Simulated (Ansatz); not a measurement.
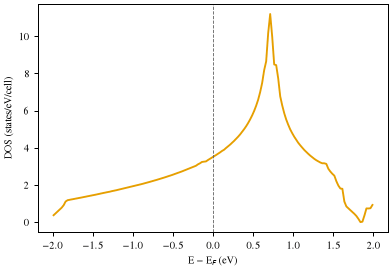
Figure: Density of states of SrMoO3 (I4/mcm) near the Fermi level, PBEsol, rigid bands (Ansatz, a quantum-chemistry and plane-wave program).

Q: With 10 atoms a cell, what bare Sommerfeld coefficient γ = (π²/3) k_B² N(E_F) follows?

A: N(E_F) ≈ 3.5 states/eV a cell at 300 K, so γ ≈ 0.83 mJ/(mol of atoms·K²), before electron-phonon enhancement.

Q: How far does the Fermi level move in a rigid band for 0.1 electron a cell added or removed?

A: 28 meV and -29 meV.

A metal at this level (no band gap); rigid bands, thermally averaged at 300 K, both spins. Spin-orbit coupling is left out. Geometry: cell and atoms relaxed with PBEsol.

Computed structure, not matched to a measured one here, so possibly hypothetical: SrMoO3 (I4/mcm).
